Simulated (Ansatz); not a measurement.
BNH₄O: molecular dynamics (part 1 of 4)

- system: BNH₄O
- method: RKS r2SCAN-D4/def2-SVP (Ansatz 0.2.0)

It belongs to a series of runs on one base structure; here: dynamics from the highest image of the converged band. Figures and captions count atoms from 1; the log counts them from 0 in places.

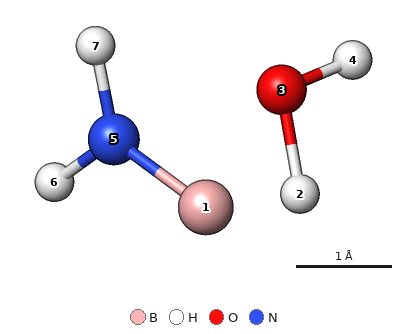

Figure 1. The starting structure (ball-and-stick view, seen at a tilt; atoms are numbered from 1 in the order of the input).

Input:
```yaml
crystal:
  periodic: [false, false, false]
  atoms:
    - { symbol: B, position_ang: [-0.413933, -0.440376, 0.457509] }
    - { symbol: H, position_ang: [0.927629, -0.255072, 1.027833] }
    - { symbol: O, position_ang: [1.249586, 0.217587, 0.072534] }
    - { symbol: H, position_ang: [1.687093, -0.539833, -0.358331] }
    - { symbol: "N", position_ang: [-1.180503, -0.089066, -0.636504] }
    - { symbol: H, position_ang: [-2.170138, -0.306658, -0.679382] }
    - { symbol: H, position_ang: [-0.827236, 0.461521, -1.416859] }
basis:
  gaussian: { orbitals: def2-SVP }
hamiltonian:
  xc: r2scan
  dispersion: d4
md:
  timestep: 0.5
  n_steps: 200
  ensemble: nve
  temperature: 300.0
  initial_velocities: maxwell_boltzmann
  seed: 5681
```

Run as:
```bash
ansatz run input.yaml --threads 1 --pin off --max-ram 2048MiB --backend cpu --events-out ev --progress --plain --runs-dir out
```

What the program printed:
```
Engine: ansatz 0.2.0, aarch64-unknown-linux-gnu
Functional definition: r2SCAN
  parameter k0 = 0.174
  parameter k1 = 0.065
  parameter a1 = 4.9479
  exchange = r2scan_x(k0 = k0, k1 = k1, a1 = a1)
  correlation = r2scan_c
701 factors; their error is unknown
mean field evaluation 1: about -4263.1282 eV, gradient 6.3e1 eV
mean field evaluation 2: about -4245.1563 eV, gradient 1.1e2 eV
mean field evaluation 4: about -4270.6139 eV, gradient 7.7e0 eV
mean field evaluation 8: about -4270.7345 eV, gradient 1.8e-1 eV
mean field evaluation 16: about -4270.7345 eV, gradient 1.7e-5 eV
mean field -4270.73453157 eV, -156.9465992275 hartree, gradient 1.7e-5 eV, S^2 0.000000; 0 other end points of the search recorded, 0 dependent functions left out
the calculation of the forces begins
reference -4270.73453977 eV, -156.9465995286 hartree; 12, 12 occupied and 50, 50 virtual orbitals, 701 factors
md step     0: t =     0.00 fs  T =   300.0 K  F+E_penalty+E_count = -4270.75243305 eV  E_kin = 0.193890 eV  conserved = -4270.55854305 eV  (26 SCF iters)
these checks for a lower state are left out or cut short: starts, cluster_reference, orbital_swaps, neighbouring_geometries, increment
701 factors; their error is unknown
mean field -4270.73212029 eV, -156.9465106146 hartree, gradient 1.1e-5 eV, S^2 0.000000; 0 other end points of the search recorded, 0 dependent functions left out
the calculation of the forces begins
reference -4270.73212847 eV, -156.9465109151 hartree; 12, 12 occupied and 50, 50 virtual orbitals, 701 factors
md step     1: t =     0.50 fs  T =   296.3 K  F+E_penalty+E_count = -4270.75003344 eV  E_kin = 0.191527 eV  conserved = -4270.55850616 eV  (32 SCF iters)
[... from here on the SCF iterations and repeated set-up lines of each step are left out, up to the last step ...]
md step     2: t =     1.00 fs  T =   286.7 K  F+E_penalty+E_count = -4270.74367612 eV  E_kin = 0.185267 eV  conserved = -4270.55840898 eV  (31 SCF iters)
md step     3: t =     1.50 fs  T =   273.2 K  F+E_penalty+E_count = -4270.73486363 eV  E_kin = 0.176574 eV  conserved = -4270.55828915 eV  (31 SCF iters)
md step     4: t =     2.00 fs  T =   258.8 K  F+E_penalty+E_count = -4270.72544442 eV  E_kin = 0.167248 eV  conserved = -4270.55819648 eV  (31 SCF iters)
md step     5: t =     2.50 fs  T =   245.5 K  F+E_penalty+E_count = -4270.71685398 eV  E_kin = 0.158688 eV  conserved = -4270.55816604 eV  (31 SCF iters)
md step     6: t =     3.00 fs  T =   234.2 K  F+E_penalty+E_count = -4270.70958329 eV  E_kin = 0.151386 eV  conserved = -4270.55819777 eV  (31 SCF iters)
md step     7: t =     3.50 fs  T =   224.2 K  F+E_penalty+E_count = -4270.70317674 eV  E_kin = 0.144918 eV  conserved = -4270.55825827 eV  (31 SCF iters)
md step     8: t =     4.00 fs  T =   214.2 K  F+E_penalty+E_count = -4270.69673224 eV  E_kin = 0.138429 eV  conserved = -4270.55830348 eV  (31 SCF iters)
md step     9: t =     4.50 fs  T =   203.1 K  F+E_penalty+E_count = -4270.68956980 eV  E_kin = 0.131265 eV  conserved = -4270.55830432 eV  (31 SCF iters)
md step    10: t =     5.00 fs  T =   191.0 K  F+E_penalty+E_count = -4270.68168410 eV  E_kin = 0.123425 eV  conserved = -4270.55825861 eV  (31 SCF iters)
md step    11: t =     5.50 fs  T =   178.9 K  F+E_penalty+E_count = -4270.67378986 eV  E_kin = 0.115603 eV  conserved = -4270.55818668 eV  (31 SCF iters)
md step    12: t =     6.00 fs  T =   168.5 K  F+E_penalty+E_count = -4270.66701443 eV  E_kin = 0.108896 eV  conserved = -4270.55811860 eV  (31 SCF iters)
md step    13: t =     6.50 fs  T =   161.5 K  F+E_penalty+E_count = -4270.66242871 eV  E_kin = 0.104347 eV  conserved = -4270.55808166 eV  (31 SCF iters)
md step    14: t =     7.00 fs  T =   158.6 K  F+E_penalty+E_count = -4270.66061554 eV  E_kin = 0.102524 eV  conserved = -4270.55809191 eV  (31 SCF iters)
md step    15: t =     7.50 fs  T =   159.8 K  F+E_penalty+E_count = -4270.66141159 eV  E_kin = 0.103261 eV  conserved = -4270.55815062 eV  (31 SCF iters)
md step    16: t =     8.00 fs  T =   163.5 K  F+E_penalty+E_count = -4270.66388754 eV  E_kin = 0.105644 eV  conserved = -4270.55824376 eV  (28 SCF iters)
md step    17: t =     8.50 fs  T =   167.5 K  F+E_penalty+E_count = -4270.66657448 eV  E_kin = 0.108230 eV  conserved = -4270.55834449 eV  (31 SCF iters)
md step    18: t =     9.00 fs  T =   169.4 K  F+E_penalty+E_count = -4270.66789379 eV  E_kin = 0.109474 eV  conserved = -4270.55841934 eV  (31 SCF iters)
md step    19: t =     9.50 fs  T =   167.5 K  F+E_penalty+E_count = -4270.66668573 eV  E_kin = 0.108247 eV  conserved = -4270.55843888 eV  (31 SCF iters)
md step    20: t =    10.00 fs  T =   161.3 K  F+E_penalty+E_count = -4270.66266187 eV  E_kin = 0.104270 eV  conserved = -4270.55839199 eV  (31 SCF iters)
md step    21: t =    10.50 fs  T =   152.0 K  F+E_penalty+E_count = -4270.65656552 eV  E_kin = 0.098270 eV  conserved = -4270.55829579 eV  (31 SCF iters)
md step    22: t =    11.00 fs  T =   141.9 K  F+E_penalty+E_count = -4270.64989112 eV  E_kin = 0.091697 eV  conserved = -4270.55819363 eV  (31 SCF iters)
md step    23: t =    11.50 fs  T =   133.2 K  F+E_penalty+E_count = -4270.64421324 eV  E_kin = 0.086078 eV  conserved = -4270.55813474 eV  (31 SCF iters)
md step    24: t =    12.00 fs  T =   127.3 K  F+E_penalty+E_count = -4270.64043686 eV  E_kin = 0.082291 eV  conserved = -4270.55814598 eV  (31 SCF iters)
md step    25: t =    12.50 fs  T =   124.1 K  F+E_penalty+E_count = -4270.63838961 eV  E_kin = 0.080174 eV  conserved = -4270.55821566 eV  (31 SCF iters)
md step    26: t =    13.00 fs  T =   121.8 K  F+E_penalty+E_count = -4270.63699679 eV  E_kin = 0.078695 eV  conserved = -4270.55830200 eV  (31 SCF iters)
md step    27: t =    13.50 fs  T =   118.5 K  F+E_penalty+E_count = -4270.63491411 eV  E_kin = 0.076555 eV  conserved = -4270.55835926 eV  (31 SCF iters)
md step    28: t =    14.00 fs  T =   112.7 K  F+E_penalty+E_count = -4270.63123109 eV  E_kin = 0.072870 eV  conserved = -4270.55836159 eV  (31 SCF iters)
md step    29: t =    14.50 fs  T =   104.6 K  F+E_penalty+E_count = -4270.62588193 eV  E_kin = 0.067571 eV  conserved = -4270.55831082 eV  (31 SCF iters)
md step    30: t =    15.00 fs  T =    95.0 K  F+E_penalty+E_count = -4270.61963198 eV  E_kin = 0.061403 eV  conserved = -4270.55822936 eV  (31 SCF iters)
md step    31: t =    15.50 fs  T =    86.0 K  F+E_penalty+E_count = -4270.61373767 eV  E_kin = 0.055590 eV  conserved = -4270.55814724 eV  (31 SCF iters)
md step    32: t =    16.00 fs  T =    79.5 K  F+E_penalty+E_count = -4270.60947850 eV  E_kin = 0.051388 eV  conserved = -4270.55809021 eV  (31 SCF iters)
md step    33: t =    16.50 fs  T =    76.9 K  F+E_penalty+E_count = -4270.60774559 eV  E_kin = 0.049672 eV  conserved = -4270.55807313 eV  (31 SCF iters)
md step    34: t =    17.00 fs  T =    78.5 K  F+E_penalty+E_count = -4270.60880239 eV  E_kin = 0.050706 eV  conserved = -4270.55809688 eV  (31 SCF iters)
md step    35: t =    17.50 fs  T =    83.7 K  F+E_penalty+E_count = -4270.61227134 eV  E_kin = 0.054123 eV  conserved = -4270.55814825 eV  (28 SCF iters)
md step    36: t =    18.00 fs  T =    91.5 K  F+E_penalty+E_count = -4270.61734814 eV  E_kin = 0.059145 eV  conserved = -4270.55820275 eV  (31 SCF iters)
md step    37: t =    18.50 fs  T =   100.5 K  F+E_penalty+E_count = -4270.62319209 eV  E_kin = 0.064960 eV  conserved = -4270.55823222 eV  (31 SCF iters)
md step    38: t =    19.00 fs  T =   110.1 K  F+E_penalty+E_count = -4270.62936975 eV  E_kin = 0.071153 eV  conserved = -4270.55821648 eV  (31 SCF iters)
md step    39: t =    19.50 fs  T =   120.7 K  F+E_penalty+E_count = -4270.63616039 eV  E_kin = 0.078003 eV  conserved = -4270.55815723 eV  (31 SCF iters)
md step    40: t =    20.00 fs  T =   133.7 K  F+E_penalty+E_count = -4270.64451581 eV  E_kin = 0.086430 eV  conserved = -4270.55808532 eV  (31 SCF iters)
md step    41: t =    20.50 fs  T =   150.9 K  F+E_penalty+E_count = -4270.65557929 eV  E_kin = 0.097528 eV  conserved = -4270.55805114 eV  (31 SCF iters)
md step    42: t =    21.00 fs  T =   173.0 K  F+E_penalty+E_count = -4270.66991822 eV  E_kin = 0.111819 eV  conserved = -4270.55809884 eV  (30 SCF iters)
md step    43: t =    21.50 fs  T =   199.0 K  F+E_penalty+E_count = -4270.68686686 eV  E_kin = 0.128629 eV  conserved = -4270.55823753 eV  (30 SCF iters)
md step    44: t =    22.00 fs  T =   225.9 K  F+E_penalty+E_count = -4270.70440564 eV  E_kin = 0.145975 eV  conserved = -4270.55843017 eV  (30 SCF iters)
md step    45: t =    22.50 fs  T =   249.3 K  F+E_penalty+E_count = -4270.71973765 eV  E_kin = 0.161130 eV  conserved = -4270.55860772 eV  (29 SCF iters)
md step    46: t =    23.00 fs  T =   265.6 K  F+E_penalty+E_count = -4270.73034135 eV  E_kin = 0.171642 eV  conserved = -4270.55869967 eV  (29 SCF iters)
md step    47: t =    23.50 fs  T =   272.9 K  F+E_penalty+E_count = -4270.73503512 eV  E_kin = 0.176371 eV  conserved = -4270.55866402 eV  (29 SCF iters)
md step    48: t =    24.00 fs  T =   272.4 K  F+E_penalty+E_count = -4270.73459028 eV  E_kin = 0.176082 eV  conserved = -4270.55850797 eV  (29 SCF iters)
md step    49: t =    24.50 fs  T =   268.1 K  F+E_penalty+E_count = -4270.73158107 eV  E_kin = 0.173288 eV  conserved = -4270.55829260 eV  (29 SCF iters)
md step    50: t =    25.00 fs  T =   265.0 K  F+E_penalty+E_count = -4270.72941582 eV  E_kin = 0.171301 eV  conserved = -4270.55811509 eV  (29 SCF iters)
md step    51: t =    25.50 fs  T =   267.4 K  F+E_penalty+E_count = -4270.73085640 eV  E_kin = 0.172793 eV  conserved = -4270.55806297 eV  (30 SCF iters)
md step    52: t =    26.00 fs  T =   276.3 K  F+E_penalty+E_count = -4270.73671464 eV  E_kin = 0.178551 eV  conserved = -4270.55816359 eV  (30 SCF iters)
md step    53: t =    26.50 fs  T =   289.5 K  F+E_penalty+E_count = -4270.74546364 eV  E_kin = 0.187098 eV  conserved = -4270.55836577 eV  (29 SCF iters)
md step    54: t =    27.00 fs  T =   302.4 K  F+E_penalty+E_count = -4270.75401987 eV  E_kin = 0.195449 eV  conserved = -4270.55857076 eV  (27 SCF iters)
md step    55: t =    27.50 fs  T =   310.3 K  F+E_penalty+E_count = -4270.75925163 eV  E_kin = 0.200567 eV  conserved = -4270.55868445 eV  (30 SCF iters)
md step    56: t =    28.00 fs  T =   310.6 K  F+E_penalty+E_count = -4270.75943068 eV  E_kin = 0.200773 eV  conserved = -4270.55865759 eV  (30 SCF iters)
md step    57: t =    28.50 fs  T =   304.1 K  F+E_penalty+E_count = -4270.75501500 eV  E_kin = 0.196518 eV  conserved = -4270.55849698 eV  (30 SCF iters)
md step    58: t =    29.00 fs  T =   294.4 K  F+E_penalty+E_count = -4270.74855349 eV  E_kin = 0.190295 eV  conserved = -4270.55825816 eV  (31 SCF iters)
md step    59: t =    29.50 fs  T =   287.5 K  F+E_penalty+E_count = -4270.74381520 eV  E_kin = 0.185789 eV  conserved = -4270.55802669 eV  (30 SCF iters)
md step    60: t =    30.00 fs  T =   288.7 K  F+E_penalty+E_count = -4270.74444574 eV  E_kin = 0.186556 eV  conserved = -4270.55788961 eV  (30 SCF iters)
md step    61: t =    30.50 fs  T =   301.3 K  F+E_penalty+E_count = -4270.75260354 eV  E_kin = 0.194700 eV  conserved = -4270.55790391 eV  (31 SCF iters)
md step    62: t =    31.00 fs  T =   324.9 K  F+E_penalty+E_count = -4270.76807024 eV  E_kin = 0.209995 eV  conserved = -4270.55807502 eV  (31 SCF iters)
md step    63: t =    31.50 fs  T =   355.6 K  F+E_penalty+E_count = -4270.78816833 eV  E_kin = 0.229813 eV  conserved = -4270.55835545 eV  (29 SCF iters)
md step    64: t =    32.00 fs  T =   386.6 K  F+E_penalty+E_count = -4270.80851348 eV  E_kin = 0.249854 eV  conserved = -4270.55865960 eV  (29 SCF iters)
md step    65: t =    32.50 fs  T =   410.8 K  F+E_penalty+E_count = -4270.82437450 eV  E_kin = 0.265491 eV  conserved = -4270.55888344 eV  (29 SCF iters)
md step    66: t =    33.00 fs  T =   423.0 K  F+E_penalty+E_count = -4270.83230953 eV  E_kin = 0.273379 eV  conserved = -4270.55893023 eV  (28 SCF iters)
md step    67: t =    33.50 fs  T =   422.2 K  F+E_penalty+E_count = -4270.83163331 eV  E_kin = 0.272878 eV  conserved = -4270.55875567 eV  (29 SCF iters)
md step    68: t =    34.00 fs  T =   412.5 K  F+E_penalty+E_count = -4270.82501977 eV  E_kin = 0.266598 eV  conserved = -4270.55842144 eV  (30 SCF iters)
md step    69: t =    34.50 fs  T =   401.3 K  F+E_penalty+E_count = -4270.81748656 eV  E_kin = 0.259382 eV  conserved = -4270.55810464 eV  (29 SCF iters)
md step    70: t =    35.00 fs  T =   395.7 K  F+E_penalty+E_count = -4270.81372493 eV  E_kin = 0.255721 eV  conserved = -4270.55800411 eV  (29 SCF iters)
md step    71: t =    35.50 fs  T =   397.7 K  F+E_penalty+E_count = -4270.81520185 eV  E_kin = 0.257014 eV  conserved = -4270.55818762 eV  (30 SCF iters)
md step    72: t =    36.00 fs  T =   403.3 K  F+E_penalty+E_count = -4270.81920449 eV  E_kin = 0.260674 eV  conserved = -4270.55853055 eV  (29 SCF iters)
md step    73: t =    36.50 fs  T =   405.2 K  F+E_penalty+E_count = -4270.82067765 eV  E_kin = 0.261862 eV  conserved = -4270.55881568 eV  (27 SCF iters)
md step    74: t =    37.00 fs  T =   397.0 K  F+E_penalty+E_count = -4270.81544118 eV  E_kin = 0.256554 eV  conserved = -4270.55888740 eV  (29 SCF iters)
md step    75: t =    37.50 fs  T =   377.3 K  F+E_penalty+E_count = -4270.80255471 eV  E_kin = 0.243830 eV  conserved = -4270.55872426 eV  (28 SCF iters)
md step    76: t =    38.00 fs  T =   350.1 K  F+E_penalty+E_count = -4270.78469755 eV  E_kin = 0.226286 eV  conserved = -4270.55841153 eV  (29 SCF iters)
md step    77: t =    38.50 fs  T =   323.1 K  F+E_penalty+E_count = -4270.76687857 eV  E_kin = 0.208799 eV  conserved = -4270.55807995 eV  (29 SCF iters)
md step    78: t =    39.00 fs  T =   304.1 K  F+E_penalty+E_count = -4270.75438366 eV  E_kin = 0.196528 eV  conserved = -4270.55785532 eV  (29 SCF iters)
md step    79: t =    39.50 fs  T =   298.6 K  F+E_penalty+E_count = -4270.75078119 eV  E_kin = 0.192960 eV  conserved = -4270.55782152 eV  (30 SCF iters)
md step    80: t =    40.00 fs  T =   307.3 K  F+E_penalty+E_count = -4270.75659080 eV  E_kin = 0.198595 eV  conserved = -4270.55799609 eV  (29 SCF iters)
md step    81: t =    40.50 fs  T =   326.0 K  F+E_penalty+E_count = -4270.76901726 eV  E_kin = 0.210696 eV  conserved = -4270.55832108 eV  (28 SCF iters)
md step    82: t =    41.00 fs  T =   346.9 K  F+E_penalty+E_count = -4270.78289191 eV  E_kin = 0.224218 eV  conserved = -4270.55867346 eV  (28 SCF iters)
md step    83: t =    41.50 fs  T =   361.6 K  F+E_penalty+E_count = -4270.79262994 eV  E_kin = 0.233730 eV  conserved = -4270.55890039 eV  (28 SCF iters)
md step    84: t =    42.00 fs  T =   364.8 K  F+E_penalty+E_count = -4270.79462095 eV  E_kin = 0.235740 eV  conserved = -4270.55888080 eV  (29 SCF iters)
md step    85: t =    42.50 fs  T =   356.6 K  F+E_penalty+E_count = -4270.78906027 eV  E_kin = 0.230454 eV  conserved = -4270.55860579 eV  (29 SCF iters)
md step    86: t =    43.00 fs  T =   343.2 K  F+E_penalty+E_count = -4270.78001445 eV  E_kin = 0.221788 eV  conserved = -4270.55822622 eV  (29 SCF iters)
md step    87: t =    43.50 fs  T =   332.9 K  F+E_penalty+E_count = -4270.77310678 eV  E_kin = 0.215121 eV  conserved = -4270.55798547 eV  (29 SCF iters)
md step    88: t =    44.00 fs  T =   330.9 K  F+E_penalty+E_count = -4270.77190447 eV  E_kin = 0.213863 eV  conserved = -4270.55804195 eV  (29 SCF iters)
md step    89: t =    44.50 fs  T =   336.1 K  F+E_penalty+E_count = -4270.77558097 eV  E_kin = 0.217240 eV  conserved = -4270.55834117 eV  (29 SCF iters)
md step    90: t =    45.00 fs  T =   341.9 K  F+E_penalty+E_count = -4270.77967615 eV  E_kin = 0.221001 eV  conserved = -4270.55867486 eV  (29 SCF iters)
md step    91: t =    45.50 fs  T =   340.8 K  F+E_penalty+E_count = -4270.77913982 eV  E_kin = 0.220286 eV  conserved = -4270.55885399 eV  (29 SCF iters)
md step    92: t =    46.00 fs  T =   328.6 K  F+E_penalty+E_count = -4270.77119820 eV  E_kin = 0.212383 eV  conserved = -4270.55881543 eV  (26 SCF iters)
md step    93: t =    46.50 fs  T =   306.1 K  F+E_penalty+E_count = -4270.75641529 eV  E_kin = 0.197808 eV  conserved = -4270.55860687 eV  (28 SCF iters)
md step    94: t =    47.00 fs  T =   278.1 K  F+E_penalty+E_count = -4270.73804836 eV  E_kin = 0.179726 eV  conserved = -4270.55832202 eV  (28 SCF iters)
md step    95: t =    47.50 fs  T =   251.5 K  F+E_penalty+E_count = -4270.72060027 eV  E_kin = 0.162543 eV  conserved = -4270.55805738 eV  (30 SCF iters)
md step    96: t =    48.00 fs  T =   232.7 K  F+E_penalty+E_count = -4270.70826707 eV  E_kin = 0.150372 eV  conserved = -4270.55789517 eV  (30 SCF iters)
md step    97: t =    48.50 fs  T =   225.5 K  F+E_penalty+E_count = -4270.70360247 eV  E_kin = 0.145710 eV  conserved = -4270.55789225 eV  (29 SCF iters)
md step    98: t =    49.00 fs  T =   229.9 K  F+E_penalty+E_count = -4270.70662380 eV  E_kin = 0.148564 eV  conserved = -4270.55806004 eV  (29 SCF iters)
md step    99: t =    49.50 fs  T =   241.9 K  F+E_penalty+E_count = -4270.71467494 eV  E_kin = 0.156330 eV  conserved = -4270.55834487 eV  (28 SCF iters)
md step   100: t =    50.00 fs  T =   254.8 K  F+E_penalty+E_count = -4270.72332305 eV  E_kin = 0.164695 eV  conserved = -4270.55862854 eV  (28 SCF iters)
md step   101: t =    50.50 fs  T =   262.2 K  F+E_penalty+E_count = -4270.72822965 eV  E_kin = 0.169463 eV  conserved = -4270.55876692 eV  (28 SCF iters)
md step   102: t =    51.00 fs  T =   261.0 K  F+E_penalty+E_count = -4270.72735799 eV  E_kin = 0.168691 eV  conserved = -4270.55866680 eV  (28 SCF iters)
md step   103: t =    51.50 fs  T =   253.7 K  F+E_penalty+E_count = -4270.72232153 eV  E_kin = 0.163952 eV  conserved = -4270.55836938 eV  (29 SCF iters)
md step   104: t =    52.00 fs  T =   246.9 K  F+E_penalty+E_count = -4270.71766606 eV  E_kin = 0.159602 eV  conserved = -4270.55806361 eV  (29 SCF iters)
md step   105: t =    52.50 fs  T =   247.6 K  F+E_penalty+E_count = -4270.71799485 eV  E_kin = 0.160027 eV  conserved = -4270.55796829 eV  (28 SCF iters)
md step   106: t =    53.00 fs  T =   257.7 K  F+E_penalty+E_count = -4270.72472887 eV  E_kin = 0.166574 eV  conserved = -4270.55815446 eV  (28 SCF iters)
md step   107: t =    53.50 fs  T =   273.2 K  F+E_penalty+E_count = -4270.73505609 eV  E_kin = 0.176568 eV  conserved = -4270.55848831 eV  (28 SCF iters)
md step   108: t =    54.00 fs  T =   286.4 K  F+E_penalty+E_count = -4270.74388192 eV  E_kin = 0.185125 eV  conserved = -4270.55875668 eV  (28 SCF iters)
```
